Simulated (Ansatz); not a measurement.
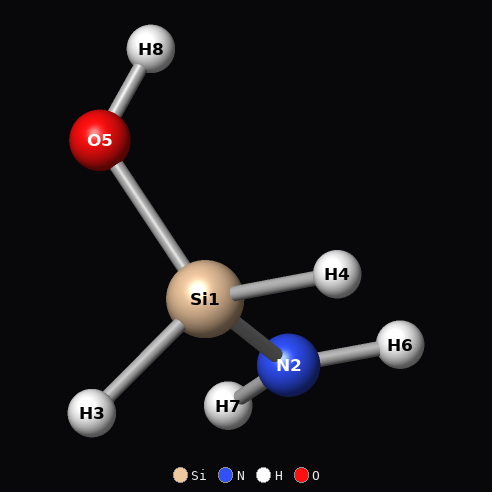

Harmonic vibrations computed with RKS PBE0-D4/def2-TZVP (Ansatz 0.2.0) at a stationary point of the same level.

Is this a minimum or a saddle point?

Answer. A minimum: no imaginary frequency, and the lowest mode lies at 120 cm⁻¹.

List the wavenumbers.

Answer. 18 modes: 120, 266, 296, 355, 553, 747, 821, 871, 892, 921, 946, 957, 1580, 2216, 2260, 3627, 3725, 3920 cm⁻¹.
